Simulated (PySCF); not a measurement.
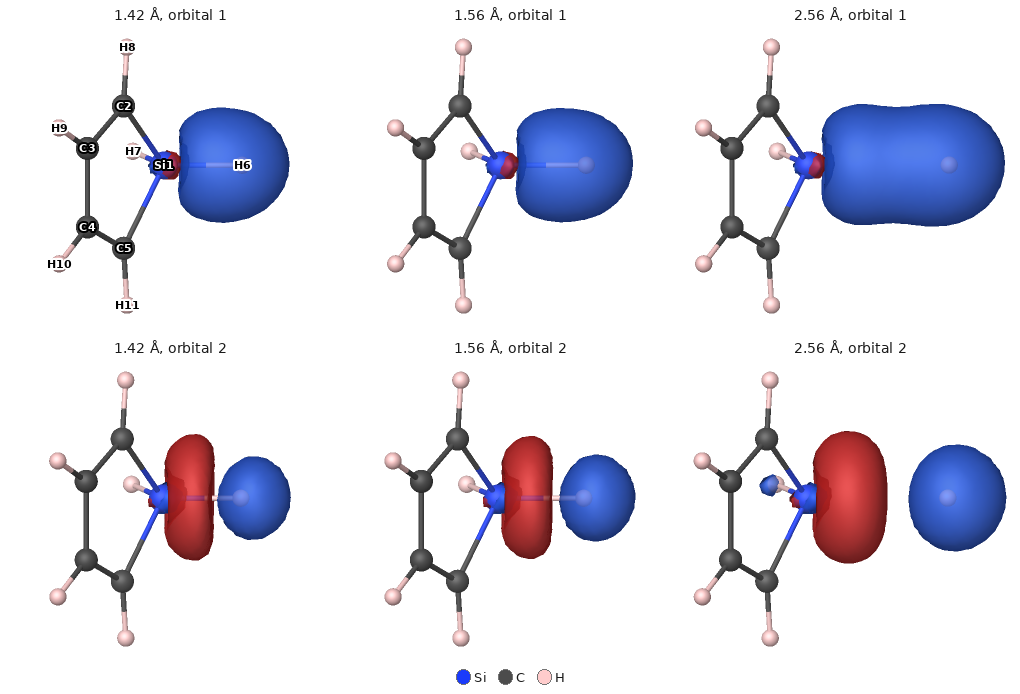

*C₄H₆Si, SMILES `[SiH2]1C=CC=C1`. Rigid stretch of the Si1–H6 bond. The two CASSCF(2,2) natural orbitals nearest half filling (orbital 1 the more occupied).*

Computed with PySCF, def2-SVP basis, geometry: GFN2-xTB. No frequency check shows the geometry to be a minimum.

Coordinates in Å:

```
Si1      1.2407   -0.0001    0.0000
C2      -0.1076    1.3197    0.0000
C3      -1.3080    0.7285    0.0001
C4      -1.3083   -0.7282   -0.0001
C5      -0.1081   -1.3197   -0.0001
H6       2.0557   -0.0013    1.2157
H7       2.0556    0.0003   -1.2159
H8       0.0063    2.3909    0.0002
H9      -2.2496    1.2612   -0.0002
H10     -2.2501   -1.2605    0.0003
H11      0.0054   -2.3910   -0.0003
```

### How do the occupations change along the stretch?

1.42 Å: 1.98 and 0.02; 1.56 Å: 1.98 and 0.02; 2.56 Å: 1.79 and 0.21. At the longest distance computed (3.98 Å) they are 1.20 and 0.80, and the effective number of unpaired electrons is 1.8.

UHF's ⟨S²⟩ passes 1 along the scan (up to 1.43), so it also polarises electrons outside the stretched bond; its energy lowering isn't due to that bond alone.

UHF already breaks spin symmetry near equilibrium here (⟨S²⟩ = 0.49 at 1.56 Å), for reasons apart from this bond.

### How much energy does the stretch cost?

By CASSCF, 3.6 eV from the lowest point of the scan (1.56 Å) to 3.98 Å; RHF gives 6.6 eV from its own lowest point. The fragments aren't relaxed and dynamic correlation is missing, so this isn't a bond dissociation energy.
